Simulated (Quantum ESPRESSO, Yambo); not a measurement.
# GaP (F-43m): Bethe-Salpeter spectra with Yambo, part 4 of 4

Aim: follow the lowest exciton of GaP (F-43m) as the mesh is refined.

Quantum ESPRESSO 7.5 and Yambo 5.3.0; PBE and many-body steps on it, plane waves. Known limits of the many-body steps: not at the basis limit; no spin-orbit coupling; coarse k mesh; bindings not settled in the k mesh.

So far. Step 16 (Triplet (no exchange term)): The lowest triplet lies at 2.573 eV; without spin-orbit coupling triplets are dark, so no spectrum is read. Step 17 (Empty states on the mesh, 10×10×10 mesh, 22 bands): On this mesh the gap is 1.604 eV.

## (19) k mesh (10×10×10)

This step: Bethe-Salpeter equation on PBE with a scissors shift, plane waves, norm-conserving pseudopotentials.

bse12.in reads:

```
optics
bss
bse
em1s
dipoles
rim_cut
RandQpts= 1000000
RandGvec= 1 RL
Chimod= "HARTREE"
BSKmod= "SEX"
BSEmod= "resonant"
BSSmod= "d"
BSENGexx= 20 Ry
BSENGBlk= 4 Ry
% BSEQptR
 1 | 1 |
%
% BSEBands
 12 | 15 |
%
% BEnRange
 0 | 5 | eV
%
% BDmRange
 0.1 | 0.1 | eV
%
BEnSteps= 101
% BLongDir
 1 | 0 | 0 |
%
% BndsRnXs
 5 | 22 |
%
NGsBlkXs= 4 Ry
% LongDrXs
 1 | 1 | 1 |
%
% KfnQP_E
 0.883 | 1.0 | 1.0 |
%
WRbsWF
FFTGvecs= 47 Ry
```

On the command line:

```bash
$ OMP_NUM_THREADS=1 mpirun -n 8 yambo -F bse12.in -J bse12 -C bse12 > bse12.log
```

Output:

```text
 Yambo, version 5.3.0

 [02] CORE Variables Setup
 =========================

  [... cell, symmetries and grids as in the set-up ...]

  [02.05] Energies & Occupations
  ==============================

  [X] === General ===
  [X] Electronic Temperature                        :  0.000000  0.000000 [eV K]
  [X] Bosonic    Temperature                        :  0.000000  0.000000 [eV K]
  [X] Finite Temperature mode                       : no
  [X] El. density                                   :  0.64228E+24 [cm-3]
[...]
==========================================================

   [BSE] Exchange components :   459
   [BSE] Correlation components :    51   331

    [08.01.05.01] Screened interaction header I/O
    =============================================

    [08.01.05.02] Main kernel loop
    ==============================

    [08.01.05.03] Wave-Function Phases
    ==================================

    [BSE] WF phases found       :  71.11037 [o/o]

   [08.01.06] BSE solver(s) @q1
   ============================

   [SLK-Digonalization]  Pools        :  2
   [SLK-Digonalization]  BLACS grid   :  2  2

   [08.01.07] Diago Solver @q1
   ===========================

 [11] Game Over & Game summary
```

Elapsed: 3.7 min, on 8 MPI ranks of AMD EPYC 7R43, shared host; peak memory 7.1 GiB; 29 min of CPU time.

This step gave:

```
transitions in the window                                      : 4000
direct gap of the transition levels                            : 2.701 eV
lowest state                                                   : 2.597 eV
first strong exciton (over a fiftieth of the strongest listed) : 2.597 eV
binding of the lowest state below the direct gap               : 0.1036 eV
Coulomb term of one mesh cell                                  : 0.1196 eV
```

The binding is 0.87 times the screened Coulomb term of one mesh cell (0.12 eV), so it is not shown settled.

The lowest state lies at 2.597 eV, 0.104 eV under the direct gap.

The window of bands is narrower than in the first exciton run, so this row is not like for like with it.

The program warns that the window of bands cuts a degenerate level, which breaks the symmetry of states and spectrum.

## (20) Triplet (no exchange term)

bse13.in, as its differences from bse12.in of step 19:

```diff
@@ -12,3 +12,3 @@
 BSSmod= "d"
-BSENGexx= 20 Ry
+BSENGexx= 1 RL
 BSENGBlk= 4 Ry
```

On the command line:

```bash
$ OMP_NUM_THREADS=1 mpirun -n 8 yambo -F bse13.in -J bse13,bse12_W -C bse13 > bse13.log
```

Output:

```text
 Yambo, version 5.3.0

 [02] CORE Variables Setup
 =========================

  [... cell, symmetries and grids as in the set-up ...]

  [02.05] Energies & Occupations
  ==============================

  [X] === General ===
  [X] Electronic Temperature                        :  0.000000  0.000000 [eV K]
  [X] Bosonic    Temperature                        :  0.000000  0.000000 [eV K]
  [X] Finite Temperature mode                       : no
  [X] El. density                                   :  0.64228E+24 [cm-3]
[...]
=========================================

  [WARNING] [r,Vnl^pseudo] included in position and velocity dipoles.

  [WARNING] In case H contains other non local terms, these are neglected

 [07] Static Dielectric Matrix
 =============================

    [08.01.05.02] Main kernel loop
    ==============================

    [08.01.05.03] Wave-Function Phases
    ==================================

    [BSE] WF phases found       :  71.11037 [o/o]

   [08.01.06] BSE solver(s) @q1
   ============================

   [SLK-Digonalization]  Pools        :  2
   [SLK-Digonalization]  BLACS grid   :  2  2

   [08.01.07] Diago Solver @q1
   ===========================

 [11] Game Over & Game summary
```

Elapsed: 2.4 min, on 8 MPI ranks; peak memory 7 GiB.

The lowest triplet lies at 2.595 eV; without spin-orbit coupling triplets are dark, so no spectrum is read.

The program warns that the window of bands cuts a degenerate level, which breaks the symmetry of states and spectrum.

## (21) Empty states on the mesh, 12×12×12 mesh, 22 bands

This step: Quantum ESPRESSO 7.5; DFT, PBE, plane waves, norm-conserving pseudopotentials.

pw.in reads:

```
&control
  calculation = 'nscf'
  prefix = 'x'
  outdir = 'o'
  pseudo_dir = 'pseudo'
/
&system
  ibrav = 0
  nat = 2
  ntyp = 2
  ecutwfc = 104.0
  nbnd = 22
  force_symmorphic = .true.
/
&electrons
  conv_thr = 1e-9
  electron_maxstep = 80
  diago_full_acc = .true.
  diago_thr_init = 5e-6
/
ATOMIC_SPECIES
  Ga 69.723 Ga.upf
  P 30.974 P.upf
CELL_PARAMETERS angstrom
  0.0000000000 2.7252500000 2.7252500000
  2.7252500000 0.0000000000 2.7252500000
  2.7252500000 2.7252500000 0.0000000000
ATOMIC_POSITIONS crystal
  Ga 0.0000000000 0.0000000000 0.0000000000
  P 0.2500000000 0.2500000000 0.2500000000
K_POINTS automatic
  12 12 12 0 0 0
```

On the command line:

```bash
$ OMP_NUM_THREADS=1 mpirun -n 8 pw.x -nk 4 -in pw.in > pw.out
```

Output:

```text
[banner, memory and clock lines left out]
Program PWSCF v.7.5 starts

     Atomic positions and unit cell read from directory:
     o/x.save/

     Message from routine setup:
     using ibrav=0 with symmetry is DISCOURAGED, use correct ibrav instead

     bravais-lattice index     =            0
     lattice parameter (alat)  =       7.2832  a.u.
     unit-cell volume          =     273.1780 (a.u.)^3
     number of atoms/cell      =            2
     number of atomic types    =            2
     number of electrons       =        26.00
[...]
-135.1871 -85.9119 -85.9119 -85.9119  -6.3416  -6.3330  -6.3330  -6.2380
    -6.2380  -4.1976   7.3033   8.0944   8.0944  10.5153  12.2608  12.2608
    12.2911  17.4661  17.5851  17.5851  20.2650  21.3073

          k = 0.1179 0.1179-0.1179 (  4894 PWs)   bands (ev):

  -135.1871 -85.9119 -85.9119 -85.9118  -6.3582  -6.3273  -6.3273  -6.2375
    -6.2375  -3.9320   5.8169   7.8340   7.8340  10.6145  12.6393  12.6393
    13.2293  17.1338  17.1338  18.2674  20.0036  22.7222

          k = 0.1768 0.1768-0.1768 (  4873 PWs)   bands (ev):

     [... further k-points ...]

     highest occupied, lowest unoccupied level (ev):     8.2046    9.7974

     XML data file, pseudopotentials, collected wavefunctions
```

It took 5.7 s on 8 MPI ranks; peak memory 0.47 GiB.

Numbers from this step:

- gap: 1.593 eV
- k of the valence top: 0, 0, 0
- k of the conduction bottom: 0, 0.4167, 0.4167
- least direct gap: 1.818 eV
- k points computed: 72
- lowest point of the top converged band, above the valence top: 12.45 eV

On this mesh the gap is 1.593 eV.

## (22) Conversion and set-up

This step: Yambo 5.3.0; conversion and set-up on PBE, plane waves, norm-conserving pseudopotentials.

On the command line:

```bash
$ (cd o/x.save; p2y > p2y.log; mv SAVE ../..); yambo > setup.log
```

Output:

```text
 Yambo, version 5.3.0

 [02] CORE Variables Setup
 =========================

  [02.01] Unit cells
  ==================

  Cell kind             :  FCC
  Atoms in the cell     :  Ga  P
  number of Ga atoms    :  1
  number of P  atoms    :  1

  List of atomic masses
  Mass of Ga    :  69.72300
  Mass of P     :  30.97400

  List of atomic coordinates    : [cc]
  Ga1       :  0.000000  0.000000  0.000000  order 1
  P1       :  2.574988  2.574988  2.574988  order 2

  Alat factors          :  5.149976  5.149976  5.149976 [a.u.]
  Direct lattice volume :  273.1780 [a.u.]
[...]
Q [ 2]         [rlu]:  0.12588E-17  0.12588E-17  0.83333E-01
 Q [ 3]         [rlu]:  0.25176E-17  0.25176E-17  0.16667
[...]
Q [ 8]         [rlu]:  0.51124E-17  0.83333E-01  0.83333E-01
 Q [ 9]         [rlu]:  0.12634E-16  0.83333E-01  0.16667
 Q [10]         [rlu]:  0.27770E-16  0.83333E-01  0.25000
     [... 38 further rows ...]
 Q [49]         [rlu]:  0.083333  0.250000  0.333333
 Q [50]         [rlu]:  0.083333  0.250000  0.416667

 Remaining 22 points informations can be written running with -fatlog

  [03.01] X indexes
  =================

   [03.01.01] Sigma indexes
   ========================

 [06] Game Over & Game summary
```

Elapsed: 7.4 s, on 1 MPI rank; peak memory 0.28 GiB.

## (23) k mesh (12×12×12)

This step: Bethe-Salpeter equation on PBE with a scissors shift, plane waves, norm-conserving pseudopotentials.

bse15.in, as its differences from bse13.in of step 20:

```diff
@@ -12,3 +12,3 @@
 BSSmod= "d"
-BSENGexx= 1 RL
+BSENGexx= 20 Ry
 BSENGBlk= 4 Ry
```

On the command line:

```bash
$ OMP_NUM_THREADS=1 mpirun -n 8 yambo -F bse15.in -J bse15 -C bse15 > bse15.log
```

Output:

```text
 Yambo, version 5.3.0

 [02] CORE Variables Setup
 =========================

  [... cell, symmetries and grids as in the set-up ...]

  [02.05] Energies & Occupations
  ==============================

  [X] === General ===
  [X] Electronic Temperature                        :  0.000000  0.000000 [eV K]
  [X] Bosonic    Temperature                        :  0.000000  0.000000 [eV K]
  [X] Finite Temperature mode                       : no
  [X] El. density                                   :  0.64228E+24 [cm-3]
[...]
==========================================================

   [BSE] Exchange components :   459
   [BSE] Correlation components :    51   331

    [08.01.05.01] Screened interaction header I/O
    =============================================

    [08.01.05.02] Main kernel loop
    ==============================

    [08.01.05.03] Wave-Function Phases
    ==================================

    [BSE] WF phases found       :  74.67448 [o/o]

   [08.01.06] BSE solver(s) @q1
   ============================

   [SLK-Digonalization]  Pools        :  2
   [SLK-Digonalization]  BLACS grid   :  2  2

   [08.01.07] Diago Solver @q1
   ===========================

 [11] Game Over & Game summary
```

Elapsed: 18 min, on 8 MPI ranks; peak memory 17 GiB.

This step gave:

- transitions in the window: 6912
- direct gap of the transition levels: 2.701 eV
- lowest state: 2.612 eV
- first strong exciton (over a fiftieth of the strongest listed): 2.612 eV
- binding of the lowest state below the direct gap: 0.08831 eV
- Coulomb term of one mesh cell: 0.1015 eV

The binding is 0.87 times the screened Coulomb term of one mesh cell (0.10 eV), so it is not shown settled.

The lowest state lies at 2.612 eV, 0.088 eV under the direct gap.

The window of bands is narrower than in the first exciton run, so this row is not like for like with it.

The program warns that the window of bands cuts a degenerate level, which breaks the symmetry of states and spectrum.

## (24) Triplet (no exchange term)

bse16.in, as its differences from bse15.in of step 23:

```diff
@@ -12,3 +12,3 @@
 BSSmod= "d"
-BSENGexx= 20 Ry
+BSENGexx= 1 RL
 BSENGBlk= 4 Ry
```

On the command line:

```bash
$ OMP_NUM_THREADS=1 mpirun -n 8 yambo -F bse16.in -J bse16,bse15_W -C bse16 > bse16.log
```

Output:

```text
 Yambo, version 5.3.0

 [02] CORE Variables Setup
 =========================

  [... cell, symmetries and grids as in the set-up ...]

  [02.05] Energies & Occupations
  ==============================

  [X] === General ===
  [X] Electronic Temperature                        :  0.000000  0.000000 [eV K]
  [X] Bosonic    Temperature                        :  0.000000  0.000000 [eV K]
  [X] Finite Temperature mode                       : no
  [X] El. density                                   :  0.64228E+24 [cm-3]
[...]
=========================================

  [WARNING] [r,Vnl^pseudo] included in position and velocity dipoles.

  [WARNING] In case H contains other non local terms, these are neglected

 [07] Static Dielectric Matrix
 =============================

    [08.01.05.02] Main kernel loop
    ==============================

    [08.01.05.03] Wave-Function Phases
    ==================================

    [BSE] WF phases found       :  74.67448 [o/o]

   [08.01.06] BSE solver(s) @q1
   ============================

   [SLK-Digonalization]  Pools        :  2
   [SLK-Digonalization]  BLACS grid   :  2  2

   [08.01.07] Diago Solver @q1
   ===========================

 [11] Game Over & Game summary
```

Run time: 13 min. Hardware: 8 MPI ranks; peak memory 16 GiB; 1.7 h of CPU time.

The lowest triplet lies at 2.611 eV; without spin-orbit coupling triplets are dark, so no spectrum is read.

The program warns that the window of bands cuts a degenerate level, which breaks the symmetry of states and spectrum.

## (25) Spectrum in a wider window

bse17.in reads:

```
optics
bss
bse
em1s
dipoles
rim_cut
RandQpts= 1000000
RandGvec= 1 RL
Chimod= "HARTREE"
BSKmod= "SEX"
BSEmod= "resonant"
BSSmod= "h"
BSENGexx= 20 Ry
BSENGBlk= 4 Ry
% BSEQptR
 1 | 1 |
%
% BSEBands
 11 | 17 |
%
% BEnRange
 0 | 8 | eV
%
% BDmRange
 0.1 | 0.1 | eV
%
BEnSteps= 161
% BLongDir
 1 | 0 | 0 |
%
% BndsRnXs
 5 | 22 |
%
NGsBlkXs= 4 Ry
% LongDrXs
 1 | 1 | 1 |
%
% KfnQP_E
 0.883 | 1.0 | 1.0 |
%
BSHayTrs= -0.02
FFTGvecs= 47 Ry
```

On the command line:

```bash
$ OMP_NUM_THREADS=1 mpirun -n 8 yambo -F bse17.in -J bse17,bse15_W -C bse17 > bse17.log
```

Output:

```text
 Yambo, version 5.3.0

 [02] CORE Variables Setup
 =========================

  [... cell, symmetries and grids as in the set-up ...]

  [02.05] Energies & Occupations
  ==============================

  [X] === General ===
  [X] Electronic Temperature                        :  0.000000  0.000000 [eV K]
  [X] Bosonic    Temperature                        :  0.000000  0.000000 [eV K]
  [X] Finite Temperature mode                       : no
  [X] El. density                                   :  0.64228E+24 [cm-3]
[...]
============================

   [08.01.07] Haydock Solver in the optics basis @q1 using the hermitian scheme
   ============================================================================

   Accuracy (requested)      : -0.020000 [o/o]

   [WARNING] [EPS_extend] Possible inaccuracy in the EPS prolungation

   [WARNING] [EPS_extend] Possible inaccuracy in the EPS prolungation

   [WARNING] [EPS_extend] Possible inaccuracy in the EPS prolungation

[...]
[WARNING] [EPS_extend] Possible inaccuracy in the EPS prolungation

   [WARNING] [EPS_extend] Possible inaccuracy in the EPS prolungation
   Iterations                :  115

 [11] Game Over & Game summary
```

The job ended after 8.7 min (8 MPI ranks; peak memory 7.1 GiB; 68 min of CPU time).

Numbers from this step:

```
transitions in the window           : 20736
direct gap of the transition levels : 2.701 eV
```

The ε₂ has structure finer than the step of the table below, so its rows give means over 0.5 eV, whole bins alone (the curve runs from 0 to 8 eV). Peaks (eV: height): BSE 3.55: 29.4, 4.90: 29.9, 5.75: 14.7; no electron-hole interaction 3.70: 14.5, 5.30: 32.5, 5.95: 23.0.

Field along x; broadening 0.1 eV; transition window only. Limits: finite bands, cutoff and mesh; no spin-orbit coupling; exciton not shown settled in the k mesh. The ε₂ by photon energy; means over each step:

```
photon energy (eV)    BSE  no electron-hole interaction
               0.5  0.130                        0.0981
               1.0  0.176                         0.127
               1.5  0.255                         0.172
               2.0  0.430                         0.261
               2.5   1.44                         0.726
               3.0   4.32                          1.43
               3.5   16.7                          7.14
               4.0   17.4                          9.53
               4.5   20.8                          12.8
               5.0   25.0                          22.6
               5.5   10.8                          20.0
               6.0   8.70                          19.3
               6.5   6.56                          11.1
               7.0   4.77                          7.54
               7.5   4.91                          7.27
```

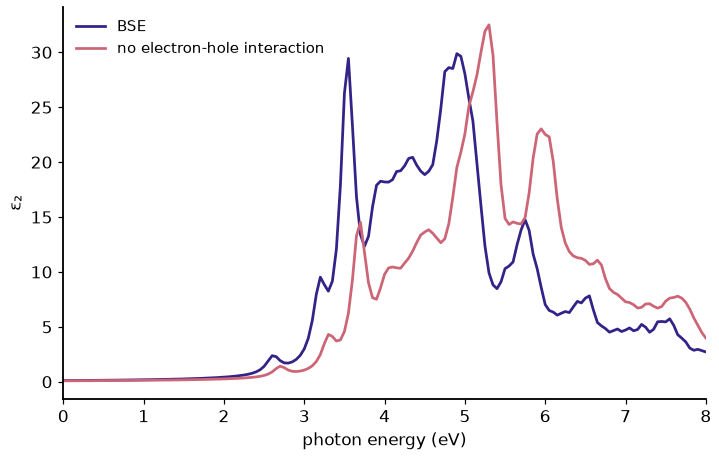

ε₂, plotted against photon energy.

## (26) The runs together

Times are wall times on 8 MPI ranks of AMD EPYC 7R43, shared host, good to a factor of about two.

```
                       run      mesh  transitions  broadening (eV)  direct gap (eV)  lowest state (eV)  binding (eV)  mesh cell's term (eV)  tallest peak (eV)  height     time
                  excitons     4×4×4          768              0.1            2.701              2.560         0.140                  0.167               3.40     125    6.5 s
triplet (no exchange term)     4×4×4          768              0.1            2.701              2.525         0.175                  0.167                  -       -    3.8 s
            k mesh (6×6×6)     6×6×6         2592              0.1            2.701              2.559         0.141                  0.165               3.45    68.5     47 s
triplet (no exchange term)     6×6×6         2592              0.1            2.701              2.549         0.152                  0.165                  -       -     42 s
            k mesh (8×8×8)     8×8×8         3072              0.1            2.701              2.578         0.123                  0.142               3.45    35.6     95 s
triplet (no exchange term)     8×8×8         3072              0.1            2.701              2.573         0.127                  0.142                  -       -     81 s
         k mesh (10×10×10)  10×10×10         4000              0.1            2.701              2.597         0.104                  0.120                  -       -  3.7 min
triplet (no exchange term)  10×10×10         4000              0.1            2.701              2.595         0.106                  0.120                  -       -  2.4 min
         k mesh (12×12×12)  12×12×12         6912              0.1            2.701              2.612         0.088                  0.101                  -       -   18 min
triplet (no exchange term)  12×12×12         6912              0.1            2.701              2.611         0.090                  0.101                  -       -   13 min
spectrum in a wider window  12×12×12        20736              0.1            2.701                  -             -                      -               4.90    29.9  8.7 min
```

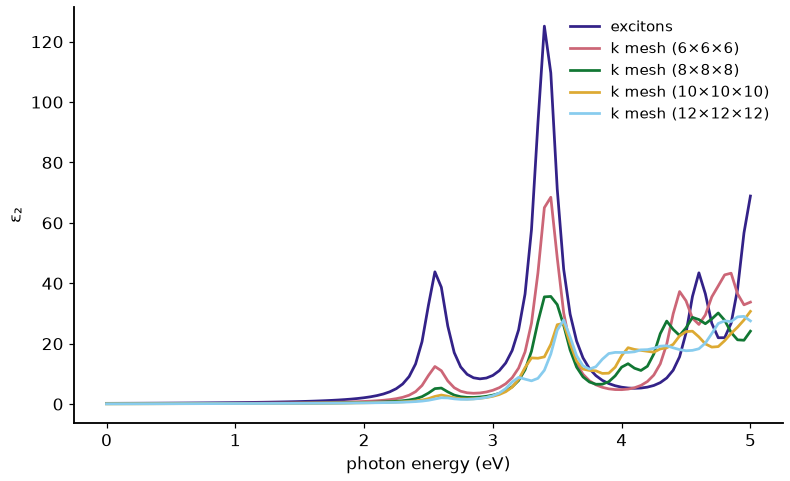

The spectra of the runs.

## (27) What came out

| Item | Value |
| --- | --- |
| excitons | lowest state 2.560 eV (not settled in the k mesh) |
| triplet (no exchange term) | lowest state 2.525 eV (not settled in the k mesh) |
| k mesh (6×6×6) | lowest state 2.559 eV (not settled in the k mesh) |
| triplet (no exchange term) | lowest state 2.549 eV (not settled in the k mesh) |
| k mesh (8×8×8) | lowest state 2.578 eV (not settled in the k mesh) |
| triplet (no exchange term) | lowest state 2.573 eV (not settled in the k mesh) |
| k mesh (10×10×10) | lowest state 2.597 eV (not settled in the k mesh) |
| triplet (no exchange term) | lowest state 2.595 eV (not settled in the k mesh) |
| k mesh (12×12×12) | lowest state 2.612 eV (not settled in the k mesh) |
| triplet (no exchange term) | lowest state 2.611 eV (not settled in the k mesh) |

**Reading.** On the 4×4×4 mesh the lowest exciton lies at 2.560 eV, 0.140 eV below the direct gap; one cell of the mesh carries a screened Coulomb term of 0.17 eV, so this binding is not shown settled. Between the two densest meshes the binding falls by 0.84 of the fall in the mesh cell's term (the screened Coulomb energy of a charge repeated on the supercell that the mesh stands for). The binding is still 0.9 times that term, so the mesh does not resolve the exciton and no limit can be drawn. Triplet (no exchange term), against «excitons (4×4×4)»: the lowest state moves by −0.035 eV (keys changed: BSENGexx). Triplets are dark. k mesh (6×6×6), against «excitons (4×4×4)»: the lowest state stays within 0.01 eV. Triplet (no exchange term), against «k mesh (6×6×6)»: the lowest state moves by −0.010 eV (keys changed: BSENGexx). Triplets are dark. k mesh (8×8×8), against «k mesh (6×6×6)»: the lowest state moves by +0.018 eV (keys changed: BSEBands, the mesh and the band window). Triplet (no exchange term), against «k mesh (8×8×8)»: the lowest state stays within 0.01 eV (keys changed: BSENGexx). Triplets are dark. k mesh (10×10×10), against «k mesh (8×8×8)»: the lowest state moves by +0.019 eV (keys changed: BSEBands, the mesh and the band window). Triplet (no exchange term), against «k mesh (10×10×10)»: the lowest state stays within 0.01 eV (keys changed: BSENGexx). Triplets are dark. k mesh (12×12×12), against «k mesh (10×10×10)»: the lowest state moves by +0.015 eV. Triplet (no exchange term), against «k mesh (12×12×12)»: the lowest state stays within 0.01 eV (keys changed: BSENGexx). Triplets are dark. A rigid shift treats all transitions alike. In the G0W0 table the openings from the upper filled bands to the empty bands at the same k run from +0.71 to +0.91 eV (median +0.86), where the shift is +0.88 eV, so peaks stand off by such differences. Lines within a few meV of each other can be one level split by numerical noise, or distinct levels. Screening is static and electronic alone, and only transitions inside the band window count. The 4×4×4 mesh is coarse for this cell, which bears on the long-range parts of exchange and screening. The many-body steps are scalar-relativistic: spin-orbit coupling is not in them.

[Paths, hosts, dates, memory and timing lines, banners, echoed tables and standing remarks are left out of the program output.]

[Logs are printed without paths, hosts, clocks, repeated set-up lines and the standing remarks that a program may print on its own settings, such as how far it seeks lower states.]

[Runs of the session that timed out or met a known fault of the program may be left out.]

[Hosts, paths, dates, database ids (printed as entryN), source tags and the programs' standing remarks are cut or masked in the printed files.]
